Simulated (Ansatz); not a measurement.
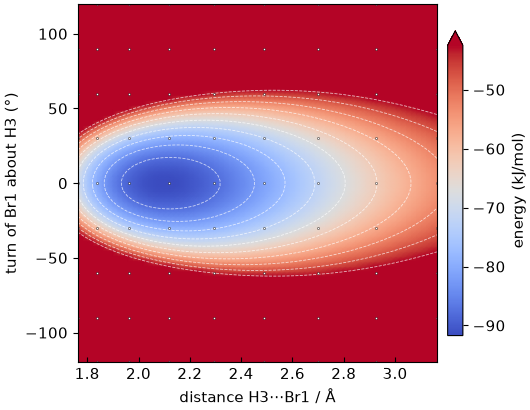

The pair Br···FH, charge −1. The turn is about an axis along (1.00, −0.06, −0.00) in the frame of the relaxed pair, normal to the line between the partners. The first coordinate is: distance H3···Br1; the second: turn of Br1 about H3. Grid: 9 × 9 points; 49 points were computed and 32 follow by symmetry. All energies are given in kJ/mol relative to the ion and the molecule far apart, frozen as in the relaxed pair, each in its own basis (no counterpoise correction). Method: RKS wB97X-V/def2-TZVPD in Ansatz.

The picture shows a smooth colour map with a few white contour lines, dots at the grid points, one colour for all values above the top of the scale. Between grid points the surface is interpolated.

Estimate the position of the minimum and the force constants in these coordinates.

The interpolated minimum is at distance H3···Br1 ≈ 2.099 Å, turn of Br1 about H3 ≈ 0°. The curvatures there are about 2.5 eV/Å² and 0.9 eV/rad², with a cross term of about 0 eV/(Å·rad). Round the minimum the two coordinates are nearly uncoupled. (1 eV is 96.5 kJ/mol.)
